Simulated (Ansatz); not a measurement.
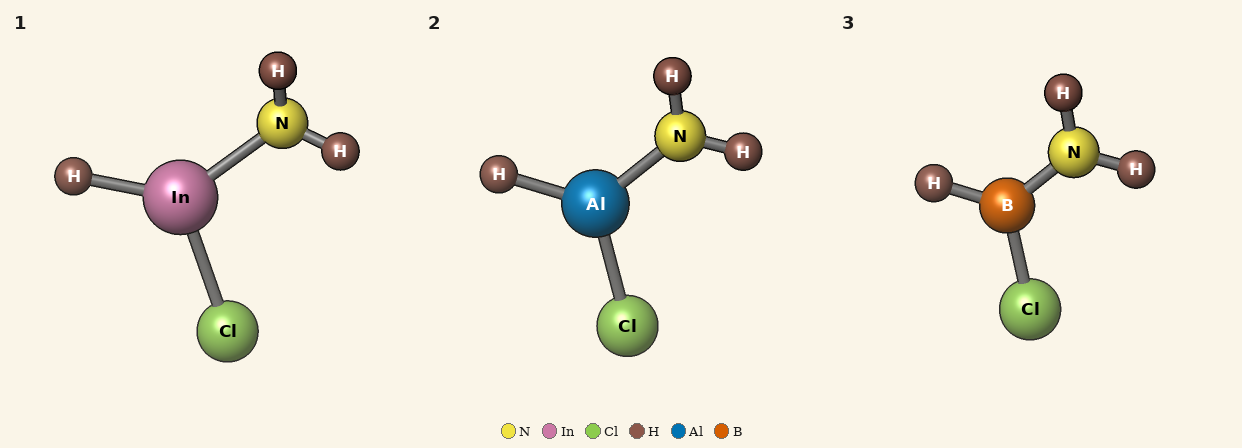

3 molecules with one skeleton, seen from the same side and at one scale. Charge 0, singlet. Computed geometries: PBE0-D4/def2-TZVP optimisations, one conformation each. Properties computed with Ansatz 0.2.0. Elements past Kr carry core potentials.

One atom differs, called X below: In in panel 1, Al in panel 2, B in panel 3. Their formulas are ClH3InN (`[NH2][InH][Cl]`), AlClH3N (`[NH2][AlH][Cl]`), BClH3N (`NBCl`).

**Rank them by the length of X–H, lowest first (PBE0-D4/def2-TZVP).**

3 (B), 2 (Al), 1 (In).

**Rank them by the length of X–N, lowest first (PBE0-D4/def2-TZVP).**

3 (B), 2 (Al), 1 (In).

Give the values. With PBE0-D4/def2-TZVP: length of X–Cl (Å), length of X–H (Å), length of X–N (Å), angle N–X–Cl (°). With B3LYP-D4/def2-TZVPP: dipole moment (D), HOMO energy (Kohn–Sham orbital) (eV), HOMO–LUMO gap (eV).

```json
{"quantity": "length of X–Cl (Å)", "1 (In)": "2.339", "2 (Al)": "2.098", "3 (B)": "1.768"}
{"quantity": "length of X–H (Å)", "1 (In)": "1.693", "2 (Al)": "1.570", "3 (B)": "1.191"}
{"quantity": "length of X–N (Å)", "1 (In)": "1.995", "2 (Al)": "1.756", "3 (B)": "1.383"}
{"quantity": "angle N–X–Cl (°)", "1 (In)": "109.2", "2 (Al)": "117.5", "3 (B)": "119.7"}
{"quantity": "dipole moment (D)", "1 (In)": "3.09", "2 (Al)": "2.18", "3 (B)": "2.66"}
{"quantity": "HOMO energy (Kohn–Sham orbital) (eV)", "1 (In)": "−7.27", "2 (Al)": "−7.55", "3 (B)": "−8.15"}
{"quantity": "HOMO–LUMO gap (eV)", "1 (In)": "5.77", "2 (Al)": "6.88", "3 (B)": "8.14"}
```
